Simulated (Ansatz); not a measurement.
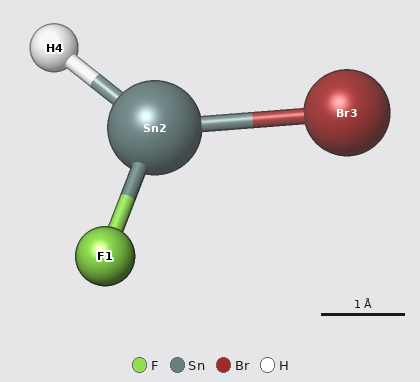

Figure 1. The structure as given in the input (ball-and-stick view, seen at a tilt; atoms are numbered from 1 in the order of the input). Sticks mark near contacts. Bond lengths as drawn: Br–Sn 2.35 Å, F–Sn 1.90 Å and H–Sn 1.70 Å.

## SnHBrF: one change and its effect

System: SnHBrF, charge +1.
Method of run A: RKS wB97M-V/def2-TZVP (Ansatz 0.2.0).

Text and figures count atoms from 1; the logs count them from 0 in places.

The input, run A:
```yaml
crystal:
  periodic: [false, false, false]
  atoms:
    - { symbol: F, position_ang: [-1.746248, 0.003301, 0.371837] }
    - { symbol: Sn, position_ang: [0.091218, 0.113056, -0.086728] }
    - { symbol: Br, position_ang: [1.305059, -1.719512, 0.742302] }
    - { symbol: H, position_ang: [0.528504, 1.485224, -0.995653] }
total_charge: 1
basis:
  gaussian: { orbitals: def2-TZVP }
hamiltonian:
  xc: { name: wB97M-V }
output:
  forces: true
```

Command:
```bash
ansatz run input.yaml --threads 1 --pin off --max-ram 2560MiB --backend cpu --events-out ev --progress --plain --runs-dir out
```

Hardware: 1 thread of Arm Neoverse N1, 98 GiB of memory available, shared host.

Output (run A):
```
Engine: ansatz 0.2.0, aarch64-unknown-linux-gnu
Functional definition: wB97M-V
  parameter omega = 0.3/bohr
  parameter cx = 0.15
  parameter cx01 = 1.007
  parameter cx10 = 0.259
  parameter css00 = 0.443
  parameter css04 = -1.437
  parameter css10 = -4.535
  parameter css20 = -3.390
  parameter css43 = 4.278
  parameter cos00 = 1.000
  parameter cos10 = 1.358
  parameter cos20 = 2.924
  parameter cos21 = -8.812
  parameter cos60 = -1.390
  parameter cos61 = 9.142
  parameter b = 6.0
  parameter c = 0.01
  gx(w, u) = 1 - cx + cx01*u + cx10*w
  gss(w, u) = css00 + css04*u^4 + css10*w + css20*w^2 + css43*w^4*u^3
  gos(w, u) = cos00 + cos10*w + (cos20 + cos21*u)*w^2 + (cos60 + cos61*u)*w^6
  exchange = spin_sum(e_x_unif_sr(omega)*gx(b97_w, b97_u_x)) + cx*exact_x_sr(omega) + exact_x_lr(omega)
  correlation = spin_sum(e_c_pw_mod_same_spin*gss(b97_w, b97_u_same))
      + integral(e_c_pw_mod_opposite_spin*gos(b97_w_opposite, b97_u_opposite)) + vv10(b, c)
1040 factors; their error is unknown
179 factors; integrals over basis functions are off by at most 4.4e-5 eV
mean field evaluation 1: about -78590.0221 eV, gradient 7.5e1 eV
mean field evaluation 2: about -78561.8989 eV, gradient 1.5e2 eV
mean field evaluation 4: about -78598.8788 eV, gradient 6.7e0 eV
mean field evaluation 8: about -78599.2463 eV, gradient 3.0e-1 eV
mean field evaluation 16: about -78599.2465 eV, gradient 6.0e-5 eV
mean field -78599.24650710 eV, -2888.4690326531 hartree, gradient 6.0e-5 eV, S^2 0.000000; 0 other end points of the search recorded, 0 dependent functions left out
the calculation of the forces begins
reference -78599.24654834 eV, -2888.4690341687 hartree; 33, 33 occupied and 102, 102 virtual orbitals, 1040 factors
Total energy: -78599.24654834 eV, -2888.4690341687 hartree
Atom 0 at    -1.746248     0.003301     0.371837 Å, force     0.955302     0.064767    -0.242986 eV/Å
Atom 1 at     0.091218     0.113056    -0.086728 Å, force    -0.815396     0.290939     0.001683 eV/Å
Atom 2 at     1.305059    -1.719512     0.742302 Å, force    -0.008605     0.006842    -0.002223 eV/Å
Atom 3 at     0.528504     1.485224    -0.995653 Å, force    -0.131301    -0.362547     0.243526 eV/Å
Dipole moment:     0.367590     0.562301    -0.412799 e Å
```

The input of run B differs as follows (lines with − go, lines with + come):
```diff
-    - { symbol: H, position_ang: [0.528504, 1.485224, -0.995653] }
+    - { symbol: H, position_ang: [0.548275, 1.547265, -1.03675] }
```

How does run B compare with run A?

On the same kind of shared host run B took about 0.011 times as long.

Output (run B):
```
Engine: ansatz 0.2.0, aarch64-unknown-linux-gnu
Functional definition: wB97M-V
  parameter omega = 0.3/bohr
  parameter cx = 0.15
  parameter cx01 = 1.007
  parameter cx10 = 0.259
  parameter css00 = 0.443
  parameter css04 = -1.437
  parameter css10 = -4.535
  parameter css20 = -3.390
  parameter css43 = 4.278
  parameter cos00 = 1.000
  parameter cos10 = 1.358
  parameter cos20 = 2.924
  parameter cos21 = -8.812
  parameter cos60 = -1.390
  parameter cos61 = 9.142
  parameter b = 6.0
  parameter c = 0.01
  gx(w, u) = 1 - cx + cx01*u + cx10*w
  gss(w, u) = css00 + css04*u^4 + css10*w + css20*w^2 + css43*w^4*u^3
  gos(w, u) = cos00 + cos10*w + (cos20 + cos21*u)*w^2 + (cos60 + cos61*u)*w^6
  exchange = spin_sum(e_x_unif_sr(omega)*gx(b97_w, b97_u_x)) + cx*exact_x_sr(omega) + exact_x_lr(omega)
  correlation = spin_sum(e_c_pw_mod_same_spin*gss(b97_w, b97_u_same))
      + integral(e_c_pw_mod_opposite_spin*gos(b97_w_opposite, b97_u_opposite)) + vv10(b, c)
1040 factors; their error is unknown
179 factors; integrals over basis functions are off by at most 4.3e-5 eV
mean field evaluation 1: about -78589.8431 eV, gradient 7.5e1 eV
mean field evaluation 2: about -78560.3494 eV, gradient 1.5e2 eV
mean field evaluation 4: about -78598.8040 eV, gradient 6.9e0 eV
mean field evaluation 8: about -78599.1748 eV, gradient 3.0e-1 eV
mean field evaluation 16: about -78599.1749 eV, gradient 5.7e-5 eV
mean field -78599.17494056 eV, -2888.4664026315 hartree, gradient 5.7e-5 eV, S^2 0.000000; 0 other end points of the search recorded, 0 dependent functions left out
the calculation of the forces begins
reference -78599.17498185 eV, -2888.4664041487 hartree; 33, 33 occupied and 102, 102 virtual orbitals, 1040 factors
Total energy: -78599.17498185 eV, -2888.4664041487 hartree
Atom 0 at    -1.746248     0.003301     0.371837 Å, force     0.947902     0.073083    -0.246344 eV/Å
Atom 1 at     0.091218     0.113056    -0.086728 Å, force    -0.603242     1.024688    -0.479713 eV/Å
Atom 2 at     1.305059    -1.719512     0.742302 Å, force     0.014152    -0.011293     0.003680 eV/Å
Atom 3 at     0.548275     1.547265    -1.036750 Å, force    -0.358812    -1.086478     0.722377 eV/Å
Dipole moment:     0.369368     0.570093    -0.417810 e Å
```

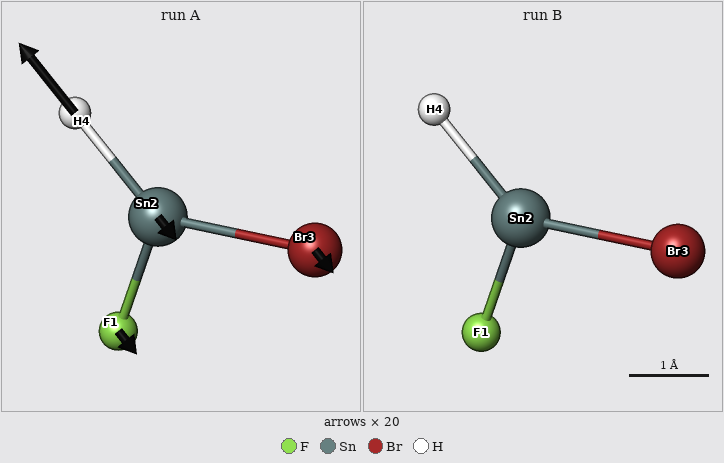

Figure 2. The two input geometries at one scale (ball-and-stick view, seen at a tilt). The black arrows on the first give the shifts of the atoms after the best rigid fit, magnified 20 times. The atom that moves furthest after the best rigid fit is H4 (0.058 Å). Largest moves by element: H 0.058 Å, Br 0.019 Å, Sn 0.019 Å, F 0.019 Å. Among the contacts that change: Sn2–H4 1.703 → 1.780 Å.

The two runs side by side:

| quantity | run A | run B |
| --- | --- | --- |
| outcome | converged | converged |
| total energy (hartree) | – | −2888.466404 |
| largest force (eV/Å) | – | 1.353 |
| basis functions | – | 135 |
| wall time (shared host) | 45 min | 29 s |
